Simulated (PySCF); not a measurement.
**TaFOH: structure of the quartet**

Aim: relax TaFOH as a quartet from a linear start, check by its vibrations whether the end is a minimum, and collect its spectrum and constants.

Computed with PySCF 2.14.0. Level: PBE0, basis Ta def2-TZVP with ECP60, F def2-TZVP, O def2-TZVP, H def2-TZVP, scalar-relativistic core potentials, no spin–orbit coupling, density fitting.

### 1 Starting geometry

4 atoms, charge 0, spin multiplicity 4.

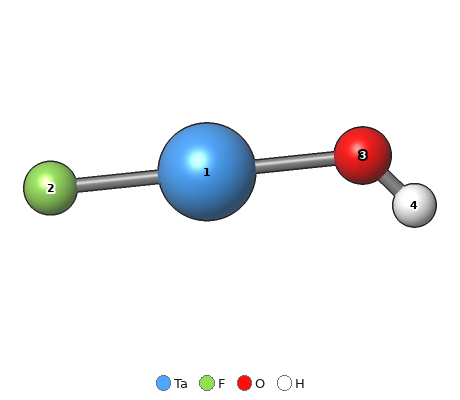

The starting geometry (tantalum blue, fluorine green, oxygen red, hydrogen white); atoms are numbered from 1 in the order of the file.

```xyz
4
charge 0 multiplicity 4
Ta    0.0000    0.0000    0.0000
F     0.0000    0.0000    2.1000
O     0.0000    0.0000   -2.0900
H     0.7354    0.0000   -2.7071
```

### 2 First SCF at the start

One driver script runs all steps and calls PySCF; scf.py shows how it sets up the SCF of each step. The optimiser is the driver's own. After this first run the driver tries any further starts and a stability analysis.

scf.py

```python
from pyscf import gto, scf, dft
mol = gto.M(atom='''
Ta     0.000000     0.000000     0.000000
F      0.000000     0.000000     2.100000
O      0.000000     0.000000    -2.090000
H      0.735400     0.000000    -2.707100''',
    basis={'Ta': 'def2-TZVP', 'F': 'def2-TZVP', 'O': 'def2-TZVP', 'H': 'def2-TZVP'},
    ecp={'Ta': 'def2-TZVP'},
    charge=0, spin=3)
mf = dft.UKS(mol, xc='PBE0')
mf.grids.atom_grid = (50, 194)
aux = {'Ta': 'def2-universal-JKFIT', 'F': 'def2-universal-JKFIT', 'O': 'def2-universal-JKFIT', 'H': 'def2-universal-JKFIT'}
mf = mf.density_fit(auxbasis=aux)
mf.conv_tol = 1e-08
mf.diis_space = 10
mf.max_cycle = 60
mf.init_guess = 'minao'
mf.verbose = 4
mf.kernel()
```

Command:

```sh
$ OMP_NUM_THREADS=4 python axn.py task.json out
```

The program printed:

```text
init E= -213.752222066862
[... the frontier-level lines of each cycle are left out ...]
cycle= 1 E= -232.440564222971  delta_E= -18.7  |g|= 0.635  |ddm|= 3.73
cycle= 2 E= -232.153107104541  delta_E= 0.287  |g|= 1.11  |ddm|= 0.901
cycle= 3 E= -232.56633838937  delta_E= -0.413  |g|= 0.183  |ddm|= 0.557
cycle= 4 E= -232.583266563556  delta_E= -0.0169  |g|= 0.0317  |ddm|= 0.232
cycle= 5 E= -232.583759366636  delta_E= -0.000493  |g|= 0.00962  |ddm|= 0.0321
cycle= 6 E= -232.583785829126  delta_E= -2.65e-05  |g|= 0.00476  |ddm|= 0.00616
cycle= 7 E= -232.583797207298  delta_E= -1.14e-05  |g|= 0.00137  |ddm|= 0.00349
cycle= 8 E= -232.583799249237  delta_E= -2.04e-06  |g|= 0.000463  |ddm|= 0.00191
cycle= 9 E= -232.583799630914  delta_E= -3.82e-07  |g|= 0.000135  |ddm|= 0.00101
cycle= 10 E= -232.583799647948  delta_E= -1.7e-08  |g|= 4.86e-05  |ddm|= 0.000228
cycle= 11 E= -232.58379964956  delta_E= -1.61e-09  |g|= 1.59e-05  |ddm|= 6.14e-05
Extra cycle  E= -232.583799649787  delta_E= -2.26e-10  |g|= 1.87e-05  |ddm|= 3.1e-05
converged SCF energy = -232.583799649787  <S^2> = 3.7612164  2S+1 = 4.0056043
```

This step, with its further starts and checks, needed 20 s of wall time on 4 threads of Arm Neoverse N1, shared host.

Energies from each starting density:

```csv
start,energy (Eh)
the minimal-basis guess,-232.583800
a thermally smeared density,-232.583800
a smeared PBE density,-232.583800
```

No lower solution of this spin turned up from the other starts or in the test of internal stability.

### 3 Linear start, quartet: relaxation

The program finds Cs symmetry in the start, which this walk keeps. Threshold on the gradient: 0.0003 Eh/bohr, with a further test on the energy change.

Edit scf.py of step 2 so:

```diff
@@ -3,4 +3,4 @@
-Ta     0.000000     0.000000     0.000000
-F      0.000000     0.000000     2.100000
-O      0.000000     0.000000    -2.090000
-H      0.735400     0.000000    -2.707100''',
+Ta    -0.003416     0.000000    -0.017234
+F     -0.003416     0.000000     2.082766
+O     -0.003416     0.000000    -2.107234
+H      0.731984     0.000000    -2.724334''',
@@ -17 +16,0 @@
-mf.init_guess = 'minao'
```

The optimiser's trace:

```csv
step,energy (Eh),change (kJ/mol),largest symmetric gradient (Eh/bohr)
0,-232.583800,0.00,0.07123
1,-232.611465,-72.64,0.02903
2,-232.615228,-82.52,0.03018
3,-232.617566,-88.65,0.00863
4,-232.618694,-91.62,0.00750
5,-232.619604,-94.01,0.00800
6,-232.619927,-94.85,0.00283
7,-232.620034,-95.13,0.00335
8,-232.620160,-95.46,0.00443
9,-232.620373,-96.02,0.00983
10,-232.620627,-96.69,0.00831
11,-232.620679,-96.83,0.00942
12,-232.620759,-97.04,0.00474
13,-232.620790,-97.12,0.00226
14,-232.620827,-97.21,0.00177
15,-232.620870,-97.33,0.00314
16,-232.620881,-97.36,0.00057
17,-232.620885,-97.37,0.00046
18,-232.620886,-97.37,0.00042
19,-232.620887,-97.37,0.00010
```

The walk took 74 s.

Geometry (Å) and forces (eV/Å) at some steps:

```
step 0
Ta  -0.003   0.000  -0.017  -0.164   0.000  -0.001
F   -0.003   0.000   2.083   0.069   0.000  -3.663
O   -0.003   0.000  -2.107   0.228   0.000   3.629
H    0.732   0.000  -2.724  -0.133   0.000   0.035
step 1
Ta  -0.005   0.000  -0.027  -0.293   0.000  -0.187
F    0.005   0.000   1.923   0.092   0.000  -1.493
O    0.009   0.000  -1.998   0.836   0.000   1.398
H    0.713   0.000  -2.664  -0.636   0.000   0.282
step 10
Ta  -0.030   0.000  -0.007   0.051   0.000   0.065
F   -0.039   0.000   1.885  -0.031   0.000  -0.023
O    0.255   0.000  -1.863   0.107   0.000  -0.427
H    0.536   0.000  -2.781  -0.127   0.000   0.386
step 19
Ta   0.094   0.000   0.008  -0.001   0.000  -0.003
F   -0.127   0.000   1.887   0.000   0.000   0.004
O    0.319   0.000  -1.858   0.002   0.000  -0.005
H    0.436   0.000  -2.803  -0.001   0.000   0.004
```

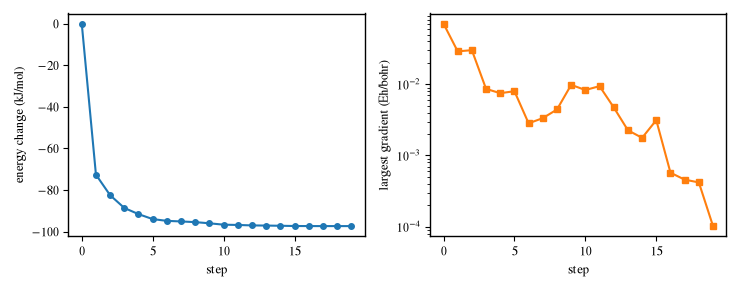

Energy and largest gradient along the walk.

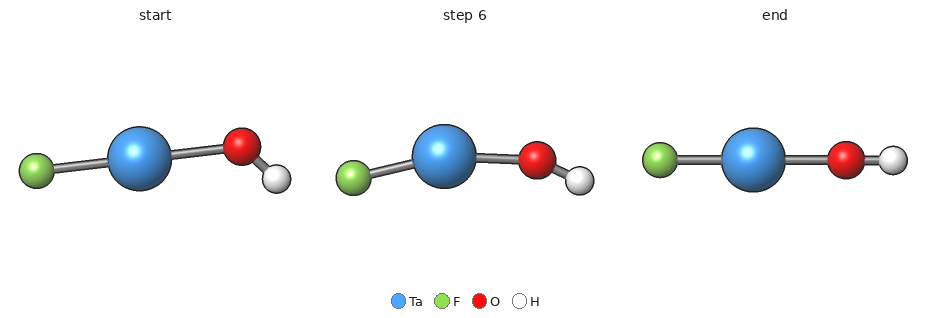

The geometry along the walk, at one scale.

It settles in C∞v symmetry, 97.4 kJ/mol below the start, after 19 steps: O–H 0.953 Å, Ta–F 1.891 Å, Ta–O 1.880 Å; F–Ta–O 179.8°, H–O–Ta 179.8°.

### 4 Hessian and properties

The point is checked on the finer grid, and tightened if its gradient asks for it. The Hessian and the dipole derivatives come from central differences of analytic gradients, with steps of 0.02 bohr.

Edit scf.py of step 3 so:

```diff
@@ -3,4 +3,4 @@
-Ta    -0.003416     0.000000    -0.017234
-F     -0.003416     0.000000     2.082766
-O     -0.003416     0.000000    -2.107234
-H      0.731984     0.000000    -2.724334''',
+Ta     0.001666     0.000000    -0.013826
+F     -0.224570    -0.000000     1.863970
+O      0.226491     0.000000    -1.879913
+H      0.340420     0.000000    -2.825546''',
@@ -11 +11 @@
-mf.grids.atom_grid = (50, 194)
+mf.grids.atom_grid = (75, 302)
@@ -14 +14 @@
-mf.conv_tol = 1e-08
+mf.conv_tol = 1e-10
```

The driver hands on the density of the step before, so the log starts near convergence.

SCF at the final geometry:

```text
init E= -232.620932716526
[... the frontier-level lines of each cycle are left out ...]
cycle= 1 E= -232.620932716513  delta_E= 1.35e-11  |g|= 7.63e-06  |ddm|= 4.83e-06
Extra cycle  E= -232.620932716463  delta_E= 4.96e-11  |g|= 1.41e-05  |ddm|= 9.34e-06
converged SCF energy = -232.620932716463  <S^2> = 3.7586677  2S+1 = 4.0043315
```

The whole step took 69 s.

Geometry: C∞v; O–H 0.952 Å, Ta–F 1.891 Å, Ta–O 1.880 Å; F–Ta–O 180.0°, H–O–Ta 180.0°.

Modes, for the most abundant isotopes:

```json
{"symmetry": "π", "ω (cm⁻¹)": "56", "IR (km/mol)": "5.7", "μ (u)": "5.45"}
{"symmetry": "π", "ω (cm⁻¹)": "453", "IR (km/mol)": "214", "μ (u)": "1.26"}
{"symmetry": "σ+", "ω (cm⁻¹)": "645", "IR (km/mol)": "174", "μ (u)": "20.60"}
{"symmetry": "σ+", "ω (cm⁻¹)": "735", "IR (km/mol)": "71.8", "μ (u)": "9.00"}
{"symmetry": "σ+", "ω (cm⁻¹)": "4007", "IR (km/mol)": "239", "μ (u)": "1.07"}
```

No imaginary mode, so this is a minimum.

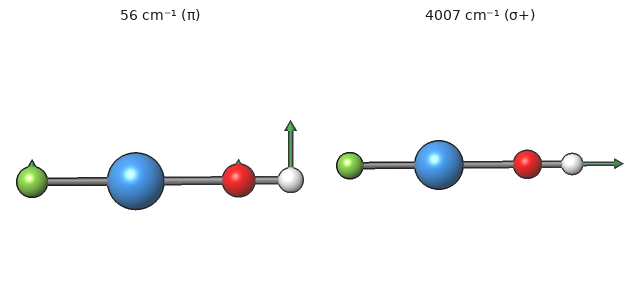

Displacements of 2 of the modes, as arrows (one member where a mode is degenerate).

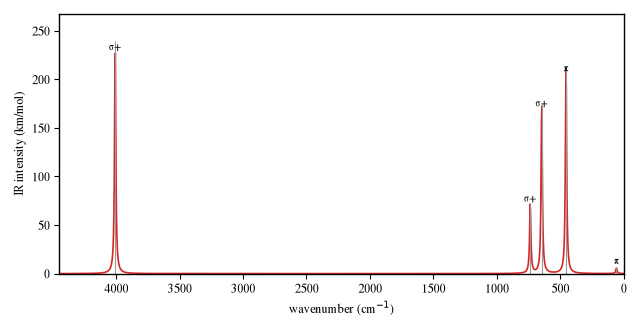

The harmonic infrared spectrum (widths in cm⁻¹). Lines are broadened to a width of 12 cm⁻¹ (Lorentzian).

Properties at this point:

| Item | Value |
| --- | --- |
| Dipole moment | 2.81 D |
| Highest occupied level | -5.33 eV |
| Lowest empty level | -2.15 eV |
| Rotational constants | 0.1272 cm⁻¹ |
| Zero-point energy | 38.3 kJ/mol |
| Principal polarisabilities | 45.9, 55.1, 55.1 bohr³ |
| Atomisation energy without zero-point energy | 1582 kJ/mol |
| Principal traceless quadrupole moments about the centre of mass | -0.43, -0.43, 0.86 D Å |
| Entropy at 298.15 K and 1 bar (electronic part: spin only) | 305.1 J/(mol K) |
| Heat capacity Cp at 298.15 K | 64.1 J/(mol K) |
| Enthalpy at 298.15 K above 0 K | 14.99 kJ/mol |
| Rotational symmetry number | 1 |
| Spin squared ⟨S²⟩ | 3.759 |

Populations by atom (charges in e):

```
atom  Mulliken  Löwdin  polar tensor  spin (Mulliken)  Mayer order to Ta1
 Ta1      0.79    0.43          1.02             3.13                   –
  F2     -0.45   -0.28         -0.57            -0.04                0.95
  O3     -0.67   -0.31         -0.80            -0.08                1.12
  H4      0.33    0.16          0.35             0.00                0.03
```

Mulliken populations on Ta1 (outside its core potential): s 2.80, p 6.21, d 3.10, f 0.11.

### 5 What came out

| quantity | value |
| --- | --- |
| minimum | quartet, C∞v |
| geometry | O–H 0.952 Å, Ta–F 1.891 Å, Ta–O 1.880 Å; F–Ta–O 180.0°, H–O–Ta 180.0° |
| wavenumbers (cm⁻¹) | 56 (π), 453 (π), 645 (σ+), 735 (σ+), 4007 (σ+) |
| dipole moment | 2.81 D |
| highest occupied, lowest empty level (either spin) | -5.33, -2.15 eV |
| polar-tensor charge of Ta1 | +1.02 e |
| zero-point energy | 38.3 kJ/mol |
| entropy at 298.15 K | 305.1 J/(mol K) |
| atomisation energy (no zero-point energy) | 1582 kJ/mol |
| ⟨S²⟩ | 3.759 |

In words: From Cs at the start the molecule goes to a C∞v minimum. The strongest infrared band lies at 4007 cm⁻¹ (σ+). Most of the spin sits on Ta1 (Mulliken spin 3.13, against 3 for the whole molecule). Only this shape and spin were tried, so other structures or states may lie lower. One determinant may miss the lowest occupation of an open d or f shell. With an element this heavy the missing spin–orbit coupling can shift these numbers.

The search up to here took 2.7 min.
